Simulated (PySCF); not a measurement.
Vertical excitations of a molecule C2H7BrOSi from TDDFT-B3LYP/def2-SVPD (PySCF), as energy in eV (oscillator strength): 6.78 (0.028), 7.01 (0.034), 7.15 (0.006), 7.16 (0.013), 7.33 (0.016), 7.56 (0.038), 7.59 (0.005), 7.79 (0.034), 7.89 (0.024), 7.96 (0.020). Lowest triplet (TDA): 6.38 eV. Coordinates come from a PBE0-D3(BJ)/def2-SVP optimisation. The values are those of a single conformer.

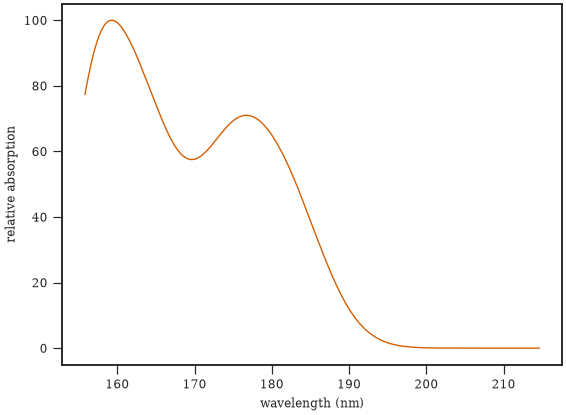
The lines broadened by 0.4 eV.

Question: Pick the molecule that these values belong to.
A) CC[SiH](O)Br
B) C[Si](C)(O)Br
C) CO[SiH](C)Br
D) CCO[SiH2]Br

Answer: D, CCO[SiH2]Br
